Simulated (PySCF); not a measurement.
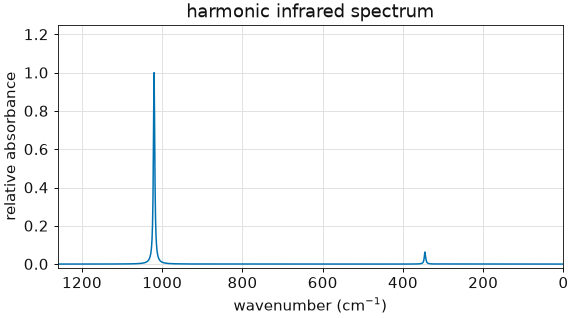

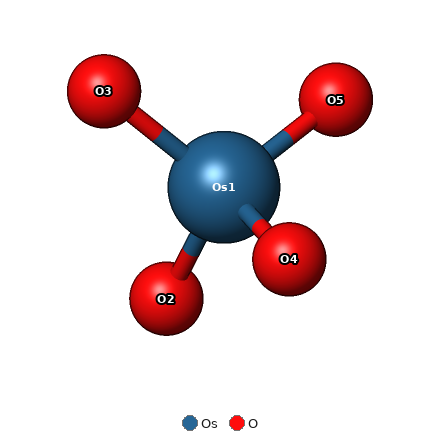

Infrared spectrum of OsO₄, singlet (point group Td). Unscaled harmonic wavenumbers and double-harmonic intensities, PBE0/def2-SVP (ECP) with PySCF 2.14.0, isolated molecule. The structure is the lowest point that the starts tried gave, with the shape that electron-pair counting expects. Degenerate modes count as one line, with their intensities summed. Lorentzian lines of 4 cm⁻¹ full width. Close modes add up in the curve.

### Which modes are missing from the spectrum (below 0.05 km/mol)?

351.2 cm⁻¹ (e) and 1044.4 cm⁻¹ (a1).

### List the modes.

| cm⁻¹ | km/mol | symmetry |
| --- | --- | --- |
| 345.1 | 25.0 | t2 (×3) |
| 351.2 | 0.0 | e (×2) |
| 1020.3 | 397.1 | t2 (×3) |
| 1044.4 | 0.0 | a1 |

Known limits of this run: closed-shell stability not tested; spin-orbit coupling is left out, and with Os it can shift these values; double-zeta basis on some or all atoms.
